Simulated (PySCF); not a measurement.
Vertical excitations of a molecule ClH5O2Si2 from PySCF 2.14.0 with TDDFT-PBE/def2-SVPD, as energy in eV (oscillator strength): 5.37 (0.013), 6.03 (0.004), 6.07 (0.005), 6.10 (0.019), 6.29 (0.001), 6.63 (0.006), 6.70 (0.032), 6.79 (0.014), 6.92 (0.010), 7.12 (0.026). Lowest triplet (TDA): 4.81 eV. Geometry: PBE0-D3(BJ)/def2-SVP. One conformer was computed; it need not be the lowest.

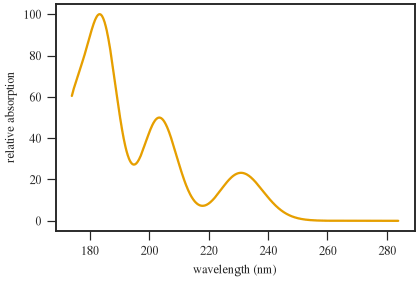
Figure: The lines broadened by 0.4 eV.

Q: Identify the compound among the candidates.
(A) O[SiH](O)[SiH2]Cl
(B) O[Si](O)([SiH3])Cl
(C) O[SiH2][Si@@H](O)Cl
(D) O[Si@@H](Cl)O[SiH3]

A: A, O[SiH](O)[SiH2]Cl
